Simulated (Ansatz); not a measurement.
# Fields on a plane of B (space group R-3m)

```yaml
crystal:
  lattice:
    - [2.42047, 1.39746, 4.13138]
    - [-2.42047, 1.39746, 4.13138]
    - [0.00000, -2.79491, 4.13138]
  atoms:
    - { symbol: B, position: [0.01046, 0.65431, 0.01046] }
    - { symbol: B, position: [0.98954, 0.34569, 0.98954] }
    - { symbol: B, position: [0.01046, 0.01046, 0.65431] }
    - { symbol: B, position: [0.98954, 0.98954, 0.34569] }
    - { symbol: B, position: [0.65431, 0.01046, 0.01046] }
    - { symbol: B, position: [0.34569, 0.98954, 0.98954] }
    - { symbol: B, position: [0.22147, 0.62999, 0.22147] }
    - { symbol: B, position: [0.77853, 0.37001, 0.77853] }
    - { symbol: B, position: [0.22147, 0.22147, 0.62999] }
    - { symbol: B, position: [0.77853, 0.77853, 0.37001] }
    - { symbol: B, position: [0.62999, 0.22147, 0.22147] }
    - { symbol: B, position: [0.37001, 0.77853, 0.77853] }
```

The slice is a (1 -1 0 2) plane (indices of the conventional cell) through the point (0.990, 0.990, 0.346) (fractional), spanned by u = [1 0 -1] and v = [010] in vectors of this cell: u (4.84 Å) and v (4.99 Å, at 90° to u). It covers one period; positions are fractions (u, v).

Atoms on it: B at (0.00, 0.00); B at (0.36, 0.00). Other atoms lie within 1 Å of the plane.

All values below come from LDA (plane waves to 420 eV, PAW, scalar-relativistic; Ansatz, an electronic-structure program). k mesh 7×7×7. These are valence fields of a PAW run, semicore shells included where kept as valence: close to a nucleus they are smooth pseudo fields. B was relaxed with its symmetry unable to fall.

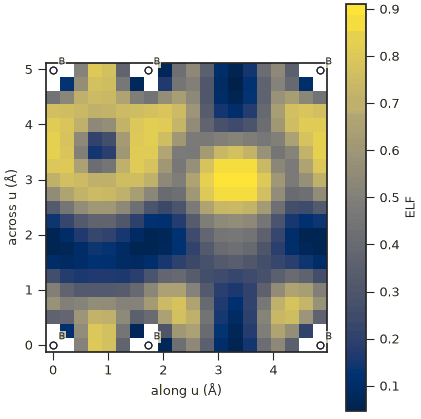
Figure: Electron localisation function (ELF), one period of the plane, atoms marked. Points within 0.3 Å of a nucleus are left white, as the pseudised field means little there.

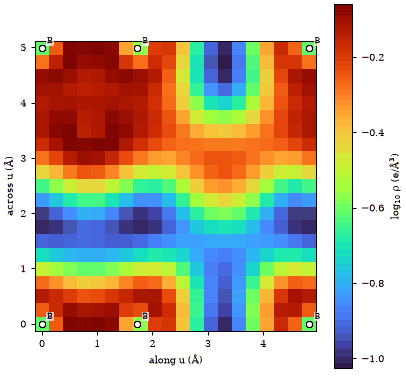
*Log₁₀ of the valence density in e/Å³, one period of the plane, atoms marked. The scale is logarithmic, as a density can span decades between atoms and voids.*

- Density on the B–B line (1.72 Å) at its midpoint = 0.84 e/Å³
- ELF at that point = 0.8
- ELF maximum in the middle third of the B–B line = 0.80, 0.9 Å from B
- Character of the B–B contact (rough rule: ELF there above 0.7 covalent, below 0.2 ionic, polar between) = shared-electron (covalent)
